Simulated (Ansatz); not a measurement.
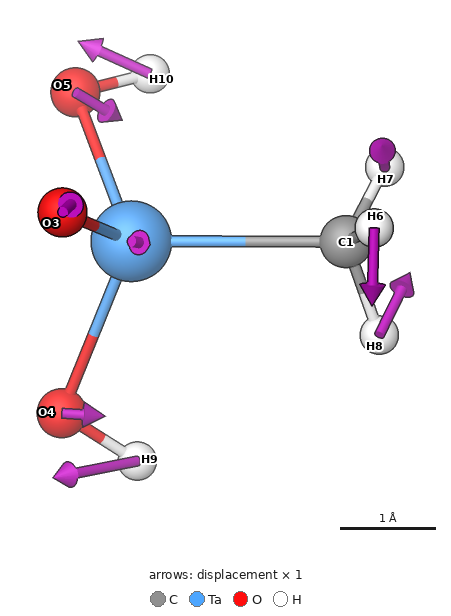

This is a relaxation of CH5O3Ta (coarse preliminary run). The starting structure is drawn; purple arrows show the displacements, at their true length. The two geometries are superimposed by the best rigid fit.

The picture is a ball-and-stick view, seen at a tilt.

The start comes from a force field.

These are results of Ansatz, RKS PBE-D4/def2-SVP, not measurements. Settings: force threshold 0.03 eV/Å; at most 200 steps.

Question: Atoms of which element are displaced furthest, and by how much?

Answer: Hydrogen: up to 1.22 Å, against 0.69 Å for oxygen.

Question: What happened in the run?

Answer: After 18 accepted moves (22 points after the start) the energy has fallen by 47.3 kcal/mol. Largest force component: 4 eV/Å at the start, 0.02 eV/Å at the end. The line search rejected the trial steps at points 6, 11, 19, 21 of the run. An H atom moves most after the best rigid fit: 1.22 Å. By element the largest moves are H 1.22 Å, O 0.69 Å, Ta 0.38 Å, C 0.06 Å. Among the contacts that change: O–Ta 2.142 → 1.922 Å, O–Ta 2.081 → 1.922 Å, O–Ta 1.883 → 1.742 Å, C–Ta 2.270 → 2.168 Å. Among the angles between lasting bonds that change: Ta–O–H 104.4° → 131.2°, Ta–O–H 106.9° → 131.4°, O–Ta–O 109.0° → 115.4°. Groups turn about O–Ta by about 135°, O–Ta by about 130°, C–Ta by about 60°. Cost: 33 s on 4 threads of Arm Neoverse V2 (shared host).
